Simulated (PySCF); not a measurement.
**C₃H₁₂GeN₂ (SMILES C[NH][GeH]([CH3])[NH]C): density, localisation and related maps**

Input file:

```
{"job": {"kind": "uv", "xc": "CAM-B3LYP", "basis": "def2-SVPD", "nstates": 8, "ntriplets": 3}, "charge": 0, "multiplicity": 1}
C     -1.424506     1.422884    -0.828755
N     -1.339379     0.637604     0.389240
Ge    -0.212603    -0.791009     0.520032
C     -0.404855    -2.236037    -0.829189
N      1.427535    -0.060110     0.205513
C      1.941289     1.054453     0.981990
H     -1.790010     2.427021    -0.600618
H     -2.082694     0.980679    -1.585805
H     -0.423988     1.504865    -1.249180
H     -2.254283     0.510465     0.799488
H     -0.479018    -1.268872     1.945440
H     -1.392895    -2.684085    -0.780410
H     -0.263009    -1.823331    -1.824480
H      0.328945    -3.020521    -0.677417
H      2.163659    -0.718310    -0.009645
H      2.683626     1.604340     0.398216
H      1.110274     1.719589     1.207282
H      2.403150     0.746693     1.926641
```

Run with:

```sh
OMP_NUM_THREADS=1 python probes_run.py task.json out
```

Geometry: GFN2-xTB.

These are results of CAM-B3LYP/def2-SVPD, SCF density, gas phase in PySCF 2.14.0, not measurements.

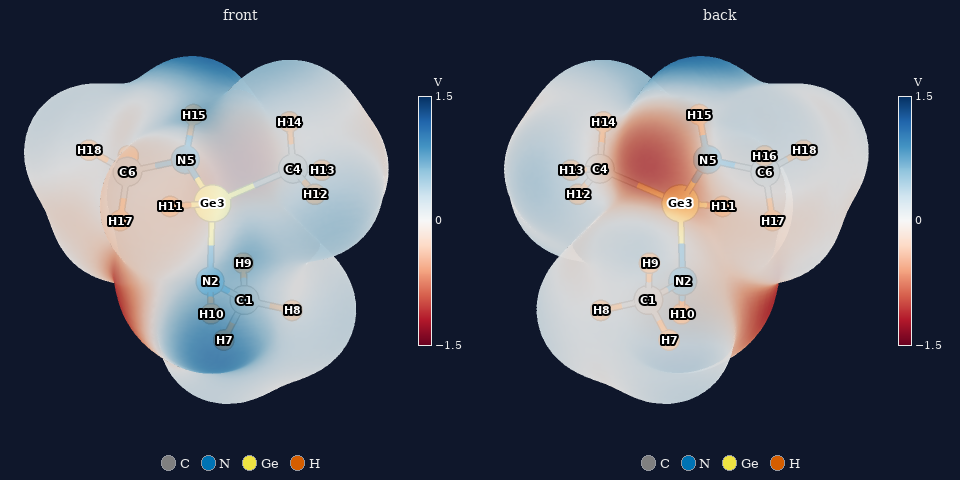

Figure 1. The electrostatic potential painted on the density surface at 0.001 e/bohr³, seen from the front and from behind; red is negative and blue positive.

### Describe the electrostatic potential map.

The most negative region (about −1.1 V, or −25 kcal/mol for a unit charge) lies over N2 and N5, the most positive (about +1.0 V, or +23 kcal/mol for a unit charge) over H10 and H15.

### How polar is the molecule by this calculation?

Its dipole moment is 0.78 D.

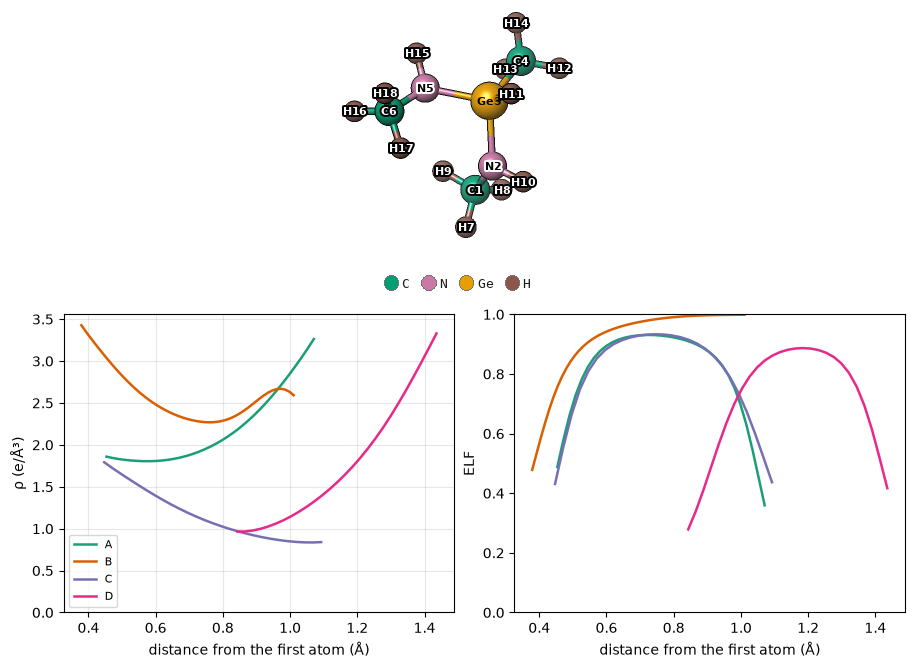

Figure 2. Total electron density and ELF along straight lines between neighbouring atoms. The curves leave out the atomic cores. The structure is drawn too.

### Which curve belongs to which contact (C–Ge, C–N, Ge–N and N–H)? The first atom named is at distance zero.

Curve A: C–N (1.45 Å): the density is about 1.9 e/Å³ at the midpoint; the ELF peaks at about 0.95 between the atoms (a covalent bond). Curve B: N–H (1.01 Å): ρ at the midpoint is about 2.8 e/Å³; the ELF climbs to about 1 towards the hydrogen, as it does in any bond to H; a covalent bond by its length. Curve C: C–Ge (1.99 Å): the density is about 0.85 e/Å³ at the midpoint; the ELF peaks at about 0.95 in the valence shell of C, 0.7 Å from its nucleus, and is about 0.75 at the midpoint. Curve D: Ge–N (1.82 Å): the density is about 1 e/Å³ at the midpoint; the ELF peaks at about 0.90 in the valence shell of N, 0.6 Å from its nucleus, and is about 0.50 at the midpoint.
